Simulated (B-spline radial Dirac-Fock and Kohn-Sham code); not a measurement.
**An X-ray data sheet for Sn³³⁺, step by step**

What does theory give for tin as Sn³³⁺? The session works out its X-ray form factor and Compton profile and the binding energy of each subshell.

Method: a free atom or ion on a radial basis; each step names its model; computed with B-spline radial Dirac-Fock and Kohn-Sham code, version 2.

### Step 1. The atom as given

Sn³³⁺, [Ne] 3s2 3p5.

| Property | Result |
| --- | --- |
| nuclear charge | 50 |
| electrons | 17 |
| mass number | 120 |
| nuclear rms radius | 4.6519 fm |

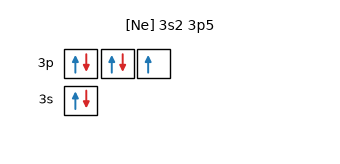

The shells outside the core; arrows follow Hund's rule for the drawing alone (heavy ions are jj-coupled), while the calculation averages over the configuration.

### Step 2. Scattering by the electron cloud

Model: Dirac-Fock average of configuration, finite nucleus; form factor of the spherical density, Waller-Hartree incoherent function, impulse-approximation Compton profiles.

Recorded inputs:

```ini
task = scatter
Z = 50
charge = 33
configuration = 1s2 2s2 2p6 3s2 3p5
mass_number = 120
rms_radius = 4.6519  # fm
s = [0.0, 0.05, 0.1, 0.15, 0.2, 0.25, 0.3, 0.35, 0.4, 0.45, 0.5, 0.6, 0.7, 0.8, 0.9, 1.0, 1.1, 1.2, 1.4, 1.6, 1.8, 2.0, 2.5, 3.0, 3.5, 4.0, 5.0, 6.0]  # 1/A
pz = [0, 0.1, 0.14, 0.18, 0.25, 0.33, 0.45, 0.61, 0.83, 1.1, 1.5, 2.1, 2.8, 3.8, 5.1, 6.9, 9.3, 13.0, 17.0, 23.0, 31.0]  # a.u.
photon_energy = [1000, 5000, 10000, 17479.3, 20000, 100000, 200000, 500000]  # eV
```

The program writes no log. Results of the run, from its result record (rounded, main fields):

```text
status: converged
form_factor [e]: [17.0, 16.984, 16.937, 16.859, 16.752, 16.614, 16.449, 16.258, 16.041, 15.802, 15.542, 14.967, 14.334, 13.663, 12.97, 12.274, 11.588, 10.925, 9.7059, 8.6642, 7.8101, 7.1267, 5.9473, 5.1288, 4.3995, 3.7079, 2.5688, 1.8551]
incoherent: [9.3801e-12, 0.017921, 0.071427, 0.15975, 0.28163, 0.43537, 0.61885, 0.82965, 1.065, 1.3221, 1.5978, 2.1928, 2.8258, 3.4748, 4.1211, 4.7504, 5.3523, 5.9204, 6.9454, 7.8258, 8.581, 9.2346, 10.558, 11.607, 12.483, 13.213, 14.282, 14.959]
compton_total [1/a.u.]: [0.91761, 0.91743, 0.91726, 0.91704, 0.91651, 0.91569, 0.91404, 0.91107, 0.90553, 0.8965, 0.87871, 0.84287, 0.78914, 0.69699, 0.56869, 0.41467, 0.28402, 0.18542, 0.12295, 0.065547, 0.030355]
shells: ["1s1/2", "2s1/2", "2p1/2", "2p3/2", "3s1/2", "3p1/2", "3p3/2"]
occupation: [2.0, 2.0, 2.0, 4.0, 2.0, 1.6667, 3.3333]
mean_momentum [a.u.]: [45.832, 16.442, 21.885, 20.845, 9.0518, 10.736, 10.456]
r2 [bohr^2]: 0.85318
r_inverse [1/bohr]: 235.3
r1 [bohr]: 3.0612
coherent [b]: [191.79, 181.31, 154.66, 110.85, 98.675, 12.306, 3.7888, 0.68207]
incoherent_cross_section [b]: [0.015412, 0.35822, 1.2067, 2.5988, 3.0017, 6.4557, 6.168, 4.7534]
radial_jk:
  3p: {"j0": [1.0, 0.9981, 0.99243, 0.98304, 0.97002, 0.95352, 0.9337, 0.91076, 0.88492, 0.85644, 0.82559, 0.75794, 0.6844, 0.60745, 0.52951, 0.45278, 0.37923, 0.31044, 0.19175, 0.1021, 0.041676, 0.0069321, -0.0048892, 0.025046, 0.049877, 0.058063, 0.043505, 0.022218], "j2": [0.0, 0.00075892, 0.0030245, 0.0067631, 0.01192, 0.018419, 0.026165, 0.035048, 0.044939, 0.0557, 0.06718, 0.091664, 0.1171, 0.14219, 0.16575, 0.18674, 0.20434, 0.21794, 0.232, 0.22879, 0.21108, 0.18322, 0.099341, 0.033893, 0.0018243, -0.0051176, 0.0090641, 0.021597], "r2": 0.1031, "r4": 0.016151, "r6": 0.0034783}
```

Form factor and incoherent function, every second point:

```csv
s (1/Å),f (e),f / N,S(s)
0,17.00,1.000,0
0.100,16.94,0.996,0.07143
0.200,16.75,0.985,0.2816
0.300,16.45,0.968,0.6189
0.400,16.04,0.944,1.065
0.500,15.54,0.914,1.598
0.700,14.33,0.843,2.826
0.900,12.97,0.763,4.121
1.10,11.59,0.682,5.352
1.40,9.706,0.571,6.945
1.80,7.810,0.459,8.581
2.50,5.947,0.350,10.56
3.50,4.399,0.259,12.48
5.00,2.569,0.151,14.28
```

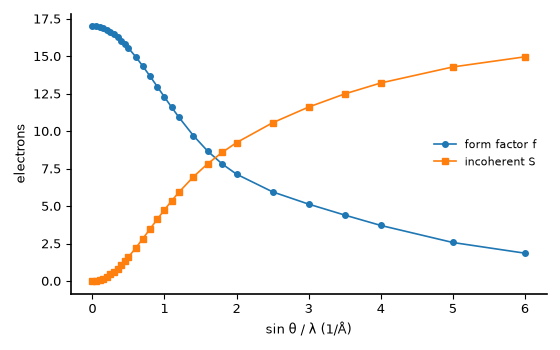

Form factor and incoherent scattering function.

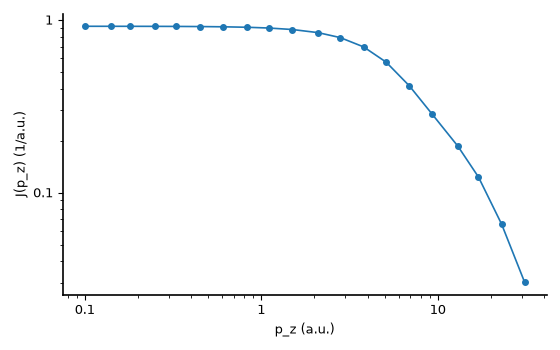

Compton profile, summed over all shells.

### Step 3. Core and valence levels

Model: Dirac-Fock average of configuration, Delta-SCF, finite nucleus, first-order Breit with its frequency dependence, self-energy and vacuum polarisation.

Settings, as recorded:

```ini
task = binding
```

The program writes no log. Results of the run, from its result record (rounded, main fields):

```text
status: converged
shells: ["K", "L1", "L2", "L3", "M1", "M2,3"]
total_energy_parts [Ha]: [-5343.62189, 4.49781138, -0.430921603, -0.0423922138, 3.34724687, -0.427329263]
koopmans [eV]: [31132.1, 6230.2, 5932.5, 5696.23, 2322.35, 2171.86]
dirac_coulomb [eV]: [31102.3, 6223.41, 5923.8, "-", 2321.52, 2170.94]
gaunt [eV]: [-70.5143, -6.81984, -11.3566, "-", -1.51366, -2.08391]
retardation [eV]: [5.1913, 0.45301, 1.17209, "-", 0.149076, 0.345798]
breit_frequency [eV]: [0.531073, -0.0466235, -0.00532897, "-", -0.01359, 0.0317239]
self_energy [eV]: [-37.2185, -4.66899, 0.322939, "-", -1.16154, -0.00955846]
vacuum_polarisation [eV]: [4.91229, 0.57014, -0.0166288, "-", 0.136646, -0.00669276]
binding [eV]: [31005.2, 6212.89, 5913.91, "-", 2319.12, 2169.22]
mean_radius [bohr]: [0.0290463, 0.123385, 0.104553, 0.109669, 0.30684, 0.301632]
```

total_energy_parts: Dirac-Coulomb, Gaunt, retardation, frequency dependence, self-energy, vacuum polarisation. Blank entries are hole states that did not converge, or in which two open shells of one symmetry are about equally filled, where the average of configuration falls too low.

The binding energies by parts, in eV; the parts add up.

| level | -ε | relaxation | Breit | QED | binding |
| --- | --- | --- | --- | --- | --- |
| K | 31132.1 | -29.85 | -64.79 | -32.31 | 31005.2 |
| L1 | 6230.2 | -6.79 | -6.41 | -4.10 | 6212.9 |
| L2 | 5932.5 | -8.70 | -10.19 | 0.31 | 5913.9 |
| M1 | 2322.4 | -0.83 | -1.38 | -1.02 | 2319.1 |
| M2,3 | 2171.9 | -0.92 | -1.71 | -0.02 | 2169.2 |

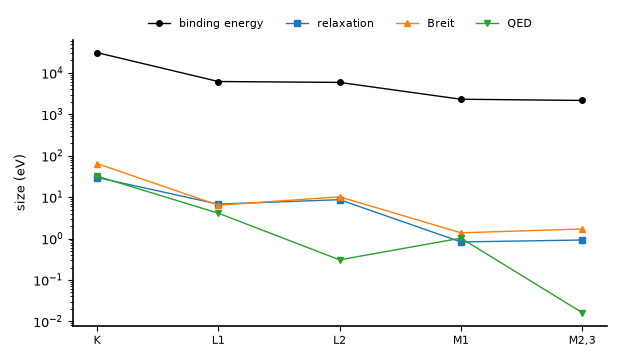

Binding energies and the sizes of their corrections, level by level (signs dropped).

### Step 4. What came out

| quantity | value |
| --- | --- |
| rms radius of the electron cloud | 0.224 bohr |
| form factor halves at | 1.6 1/Å |
| Compton profile at zero | 0.9176 1/a.u. |
| deepest level listed, K (1s) | 31005.2 eV |
| least bound, M2,3 (3p) | 2169.2 eV |
| ionisation energy, NIST (semi-empirical) | 2142.10 eV |

In words: f falls from 17 to half of that at s = 1.6 1/Å. Incoherent scattering outweighs coherent from 200 keV on, among the energies asked. The K (1s) level lies 29.9 eV under Koopmans' value by relaxation alone; Breit gives -64.79 and QED -32.31 eV. NIST's ionisation energy differs by -27.12 eV from the least binding energy; the calculation averages open shells over their j components and terms. The Hartree-Fock and Dirac-Fock values hold no electron correlation.
